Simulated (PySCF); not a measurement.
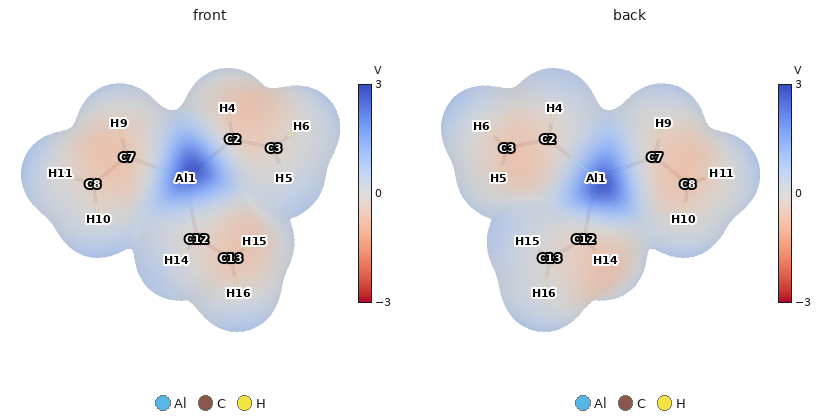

The picture shows: C6H9Al (Al(vinyl)3). The electrostatic potential painted on the density surface at 0.002 e/bohr³, seen from the front and from behind; red is negative and blue positive.

Geometry: PBE0-D3(BJ)/def2-SVP.

These are results of PySCF, PBE0/pcSseg-1 Al:pcSseg-2, SCF density, gas phase, non-relativistic, not measurements.

Input file:

```
{"job": {"kind": "nmr", "xc": "PBE0", "basis": {"default": "pcSseg-1", "Al": "pcSseg-2"}}, "charge": 0, "multiplicity": 1}
Al     0.048840     0.424903     0.031026
C      1.958882     0.255489     0.394404
C      2.492147    -0.819663     0.999570
H      2.661834     1.067866     0.155024
H      1.882346    -1.682667     1.295818
H      3.561071    -0.898190     1.239539
C     -0.793130     2.163936    -0.222181
C     -2.083835     2.274383    -0.579770
H     -0.243246     3.108495    -0.097404
H     -2.722365     1.394607    -0.733591
H     -2.579068     3.241342    -0.741300
C     -1.033081    -1.195815    -0.094935
C     -0.509871    -2.382183    -0.448853
H     -2.119320    -1.186955     0.082583
H      0.559938    -2.507021    -0.660056
H     -1.115501    -3.292457    -0.553463
```

Launched as:

```sh
OMP_NUM_THREADS=1 python probes_run.py task.json out
```

**Describe the electrostatic potential map.**

The most negative region (about −0.7 V) lies over the π face of the C atoms, the most positive (about +2.6 V) over Al1.
